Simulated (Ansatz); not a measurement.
## C2H9FN2OSi: molecular dynamics (part 3 of 3)

C2H9FN2OSi; RKS PBE0-D4/STO-3G (Ansatz 0.2.0). It belongs to a series of runs on one base structure; here: dynamics from the start.

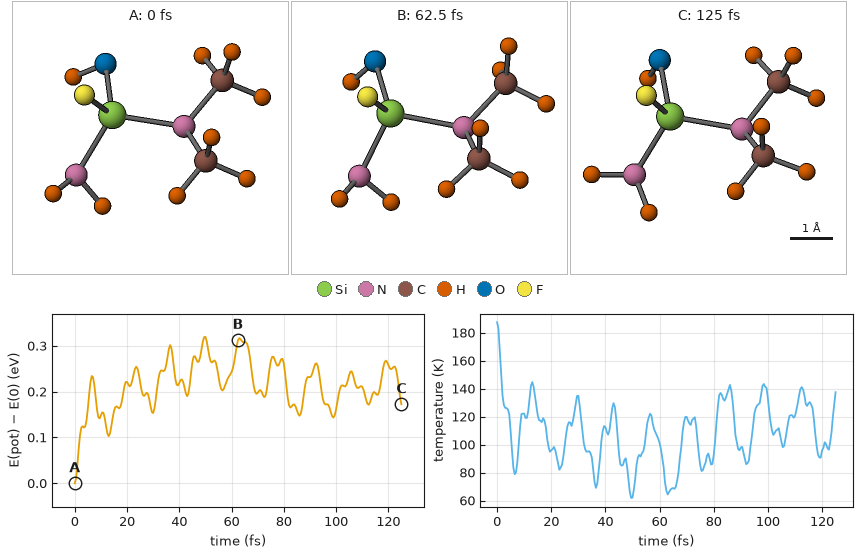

Fig. 1: Frames of the molecular dynamics (ball-and-stick, seen at a tilt) above the curves, on which the letters mark them. The trajectory kept here has 251 frames over 125 fs. The temperature starts at 188 K, ranges from 62 to 188 K and averages 110 K over the second half. The potential energy ends 0.172 eV above its first value. After an unweighted best fit of the last frame on the first, the root-mean-square displacement is 0.34 Å, and H16 has moved furthest (0.88 Å).

```
Total energy: -17606.93859756 eV, -647.0430590486 hartree
Atom 0 at     0.040119    -0.250196     0.084909 Å, force     0.770460     0.598280    -0.622845 eV/Å
Atom 1 at     0.048971    -0.394135     1.828328 Å, force    -0.605504     0.059596     0.977513 eV/Å
Atom 2 at    -1.256567    -0.212143     2.558540 Å, force    -0.336740     0.156274    -0.931344 eV/Å
Atom 3 at    -2.059050    -0.781759     2.032017 Å, force     0.463783     0.058498     0.304638 eV/Å
Atom 4 at    -1.235030    -0.552454     3.615642 Å, force     0.335953     0.007078    -0.369840 eV/Å
Atom 5 at    -1.608547     0.850784     2.551139 Å, force     0.272831    -0.304822     0.196715 eV/Å
Atom 6 at     1.159384     0.328490     2.513320 Å, force    -0.258874    -0.502937     0.104562 eV/Å
Atom 7 at     1.516077    -0.255934     3.385623 Å, force     0.150428     0.062360    -0.256221 eV/Å
Atom 8 at     1.959231     0.475344     1.773676 Å, force     0.279269    -0.104627     0.059910 eV/Å
Atom 9 at     0.873401     1.316106     2.900546 Å, force    -0.218877     0.331420    -0.028566 eV/Å
Atom 10 at     1.595879     0.286000    -0.439570 Å, force    -0.807754    -0.316125     0.388708 eV/Å
Atom 11 at     2.024164    -0.566041    -0.780096 Å, force     0.095593    -0.123076    -0.046769 eV/Å
Atom 12 at    -0.968678     0.951408    -0.350245 Å, force    -0.145641    -0.062393    -0.110746 eV/Å
Atom 13 at    -0.319002    -1.789670    -0.687995 Å, force    -0.691617    -0.351410     0.683626 eV/Å
Atom 14 at    -1.110526    -2.297926    -0.195742 Å, force     0.689869     0.320742    -0.339961 eV/Å
Atom 15 at    -0.646698    -1.697344    -1.674740 Å, force     0.006822     0.171140    -0.009380 eV/Å
Dipole moment:    -0.279886    -0.132239    -0.071780 e Å
```

### Trajectory as extended XYZ (Å, eV, eV/Å), 6 of the 251 frames kept, from step=0 to step=250
```
16
Properties=species:S:1:pos:R:3:forces:R:3 step=0 time_fs=0.0 energy=-17607.11107 temperature=187.5
Si    0.0746   -0.1725    0.0629   -0.0024  -0.0024  -0.0001
N     0.0510   -0.3371    1.7972    0.0002   0.0022  -0.0024
C    -1.2382   -0.2809    2.5137   -0.0008  -0.0014   0.0008
H    -2.0179   -0.7860    1.9211    0.0001   0.0000  -0.0001
H    -1.1607   -0.8019    3.4842    0.0000   0.0006  -0.0001
H    -1.5879    0.7512    2.7227    0.0005   0.0000  -0.0002
C     1.1592    0.2576    2.5714    0.0006  -0.0013  -0.0005
H     1.3322   -0.3114    3.5021   -0.0001   0.0004   0.0001
H     2.0742    0.2181    1.9588    0.0000   0.0004   0.0005
H     0.9796    1.3137    2.8575   -0.0002   0.0002  -0.0004
O     1.7049    0.0390   -0.3328   -0.0001  -0.0067  -0.0074
H     1.8377   -0.5508   -1.1457    0.0005   0.0062   0.0069
F    -0.7927    1.1034   -0.4592    0.0011  -0.0012   0.0008
N    -0.5721   -1.5826   -0.7435   -0.0154  -0.0051   0.0069
H    -0.6661   -2.4053   -0.1131    0.0013   0.0106  -0.0105
H    -1.5131   -1.4301   -1.1621    0.0148  -0.0025   0.0057
16
Properties=species:S:1:pos:R:3:forces:R:3 step=50 time_fs=25.0 energy=-17606.88981 temperature=99.8
Si    0.0727   -0.1697    0.0609    1.6236  -0.4253   0.3083
N     0.0719   -0.3388    1.7997    0.0417   0.3145   0.5286
C    -1.2822   -0.2767    2.4148    0.8116  -0.2882   0.5248
H    -1.9431   -0.8624    1.7616   -0.3368  -0.1324   0.1770
H    -1.1873   -0.7745    3.4097   -0.5847   0.3459  -0.3777
H    -1.7422    0.7366    2.5449    0.3991  -0.3051   0.0020
C     1.1658    0.2371    2.6315   -0.3167   0.6055  -0.2678
H     1.1851   -0.1039    3.6874   -0.2403  -0.5484  -0.4417
H     2.1188   -0.0167    2.1390    0.0631   0.0582   0.1723
H     1.1087    1.3435    2.7199    0.0800   0.0094  -0.2044
O     1.6881    0.1163   -0.4493   -0.3895  -0.8432  -0.5996
H     1.8033   -0.5232   -1.2613   -0.2290   0.6973   0.9619
F    -0.8191    1.0828   -0.3933   -0.6658   0.5370  -0.3673
N    -0.5225   -1.6375   -0.6353   -0.8141  -0.3391  -0.5153
H    -0.3606   -2.4975   -0.0642   -0.1475   0.3937  -0.1236
H    -1.5315   -1.6359   -0.9356    0.7054  -0.0797   0.2224
16
Properties=species:S:1:pos:R:3:forces:R:3 step=100 time_fs=50.0 energy=-17606.79154 temperature=62.1
Si    0.1005   -0.1554    0.0693    0.2400  -0.6924  -0.4083
N     0.0908   -0.3731    1.7989    0.3615   0.3556   0.6802
C    -1.2554   -0.2425    2.3933   -0.1017  -1.2139  -0.7596
H    -1.9437   -0.8102    1.7313   -0.0992   0.3506   0.3833
H    -1.1917   -0.7730    3.3338   -0.4915  -0.2344   0.9749
H    -1.6763    0.7581    2.5759    0.1859   0.4011  -0.1411
C     1.1141    0.2443    2.6802    0.6865   0.7752  -1.1510
H     1.0064    0.0065    3.7448   -0.4532  -0.2056   0.0993
H     2.1301   -0.0742    2.3829   -0.1724  -0.1456  -0.1038
H     1.1030    1.3457    2.5526    0.0910   0.0874   0.5276
O     1.6465    0.1573   -0.5391    0.4285  -0.9009  -0.9096
H     1.7974   -0.5769   -1.2711   -0.4228   1.0676   1.1990
F    -0.9089    1.0503   -0.3482   -0.0202  -0.0309  -0.0931
N    -0.4803   -1.6932   -0.6176   -0.6559   0.4324  -0.1593
H    -0.3912   -2.4560    0.1004    0.0237   0.2445  -0.0259
H    -1.5273   -1.5927   -0.7359    0.4000  -0.2907  -0.1124
16
Properties=species:S:1:pos:R:3:forces:R:3 step=150 time_fs=75.0 energy=-17606.84472 temperature=85.3
Si    0.1082   -0.1824    0.0592   -0.8853  -0.2677   0.2248
N     0.1120   -0.4100    1.8200    0.0056   0.3939   0.6420
C    -1.2510   -0.2121    2.4019   -0.0011  -0.9539   1.1759
H    -1.9725   -0.7639    1.7869   -0.2848   0.2126  -0.2617
H    -1.2716   -0.7317    3.3967   -0.0060   0.4962  -0.4829
H    -1.6243    0.8311    2.5844    0.4585  -0.3923  -0.4446
C     1.1068    0.2916    2.7040   -0.4291   0.1652  -0.8009
H     1.0389   -0.0289    3.7683   -0.2508   0.1017  -0.5272
H     2.1250    0.0959    2.3578    0.3160  -0.1981  -0.1818
H     0.9455    1.3815    2.6183    0.1851   0.2014   0.6028
O     1.6163    0.1910   -0.5706    0.9092  -0.8405  -0.7939
H     1.8904   -0.6410   -1.1389   -0.5918   1.1340   0.8839
F    -0.9662    0.9957   -0.3236    0.4109  -0.1699  -0.0389
N    -0.4509   -1.6946   -0.6092    0.5455   0.2739  -0.0995
H    -0.5401   -2.4436    0.0889   -0.0153  -0.3339   0.3608
H    -1.3248   -1.6881   -1.1509   -0.3665   0.1774  -0.2588
16
Properties=species:S:1:pos:R:3:forces:R:3 step=200 time_fs=100.0 energy=-17606.94971 temperature=133.1
Si    0.0717   -0.2195    0.0951    0.3260   0.0434  -0.9864
N     0.0879   -0.3750    1.8208   -0.2969   0.0212   1.1704
C    -1.2528   -0.1908    2.4392   -0.4705  -0.8880  -0.1831
H    -2.0088   -0.7622    1.8734    0.1232  -0.0302  -0.1352
H    -1.2863   -0.6081    3.4538    0.2417   0.0487   0.2913
H    -1.6461    0.8354    2.4906    0.2982   0.4788   0.0096
C     1.1304    0.3205    2.6325    0.0041   0.4029  -1.3733
H     1.2615   -0.1436    3.6133    0.0977  -0.4011   0.2750
H     2.0856    0.2970    2.0521   -0.4512   0.0493   0.5447
H     0.8457    1.3779    2.8131    0.2575   0.0116   0.0025
O     1.5654    0.2393   -0.5344    0.7017  -0.6372  -0.1969
H     1.9544   -0.6360   -0.9147   -0.3873   0.7297   0.3307
F    -0.9571    0.9546   -0.3198   -0.3482   0.3929  -0.1647
N    -0.3766   -1.7336   -0.6630    0.4633  -0.0346   1.0049
H    -0.9081   -2.3187    0.0115   -0.1194  -0.2955  -0.1373
H    -0.9678   -1.6311   -1.4986   -0.4399   0.1080  -0.4522
16
Properties=species:S:1:pos:R:3:forces:R:3 step=250 time_fs=125.0 energy=-17606.93858 temperature=137.5
Si    0.0401   -0.2502    0.0849    0.7705   0.5983  -0.6228
N     0.0490   -0.3941    1.8283   -0.6055   0.0596   0.9775
C    -1.2566   -0.2121    2.5585   -0.3367   0.1563  -0.9313
H    -2.0590   -0.7818    2.0320    0.4638   0.0585   0.3046
H    -1.2350   -0.5525    3.6156    0.3360   0.0071  -0.3698
H    -1.6085    0.8508    2.5511    0.2728  -0.3048   0.1967
C     1.1594    0.3285    2.5133   -0.2589  -0.5029   0.1046
H     1.5161   -0.2559    3.3856    0.1504   0.0624  -0.2562
H     1.9592    0.4753    1.7737    0.2793  -0.1046   0.0599
H     0.8734    1.3161    2.9005   -0.2189   0.3314  -0.0286
O     1.5959    0.2860   -0.4396   -0.8078  -0.3161   0.3887
H     2.0242   -0.5660   -0.7801    0.0956  -0.1231  -0.0468
F    -0.9687    0.9514   -0.3502   -0.1456  -0.0624  -0.1107
N    -0.3190   -1.7897   -0.6880   -0.6916  -0.3514   0.6836
H    -1.1105   -2.2979   -0.1957    0.6899   0.3207  -0.3400
H    -0.6467   -1.6973   -1.6747    0.0068   0.1711  -0.0094
```

This output came from the following input.

### Input
```yaml
crystal:
  periodic: [false, false, false]
  atoms:
    - { symbol: Si, position_ang: [0.07455, -0.172487, 0.062946] }
    - { symbol: "N", position_ang: [0.051012, -0.33713, 1.797193] }
    - { symbol: C, position_ang: [-1.238186, -0.280873, 2.513721] }
    - { symbol: H, position_ang: [-2.017901, -0.786047, 1.921077] }
    - { symbol: H, position_ang: [-1.160703, -0.801854, 3.484176] }
    - { symbol: H, position_ang: [-1.587873, 0.751193, 2.722676] }
    - { symbol: C, position_ang: [1.15919, 0.257557, 2.571445] }
    - { symbol: H, position_ang: [1.332173, -0.311366, 3.50206] }
    - { symbol: H, position_ang: [2.07416, 0.218061, 1.958782] }
    - { symbol: H, position_ang: [0.979631, 1.313686, 2.857485] }
    - { symbol: O, position_ang: [1.704889, 0.038961, -0.332755] }
    - { symbol: H, position_ang: [1.837676, -0.550777, -1.145711] }
    - { symbol: F, position_ang: [-0.792696, 1.103387, -0.459153] }
    - { symbol: "N", position_ang: [-0.572096, -1.582563, -0.743498] }
    - { symbol: H, position_ang: [-0.666142, -2.405267, -0.113128] }
    - { symbol: H, position_ang: [-1.513085, -1.430082, -1.162116] }
basis:
  gaussian: { orbitals: STO-3G }
hamiltonian:
  xc: pbe0
  dispersion: d4
md:
  timestep: 0.5
  n_steps: 250
  ensemble: nvt_langevin
  temperature: 200.0
  initial_velocities: maxwell_boltzmann
  seed: 295378
  friction: 0.001
```

Run as:
```bash
ansatz run input.yaml --threads 1 --pin off --max-ram 2048MiB --backend cpu --events-out ev --progress --plain --runs-dir out
```

### Results in brief

- outcome: finished
- mean temperature over the second half: 110 K
- trajectory: 250 steps, 125 fs
- ensemble: nvt_langevin
- temperature in the input: 200.0 K
- time step: 0.5 fs
- potential energy (last step): −17606.9386 eV
- mean-field energy (last step): −17606.6152 eV
- largest force (length of the vector) (last step): 1.157 eV/Å
- hardware: 1 thread of Arm Neoverse V2, 24 GiB of memory available, shared host
- wall time: 16 min
- peak memory: 0.13 GiB

So short a trajectory is not equilibrated. The logged temperature at the start can lie below the typed one, since it is counted over all degrees of freedom. The temperature stays far from the 200 K of the thermostat over the second half: the run isn't equilibrated.
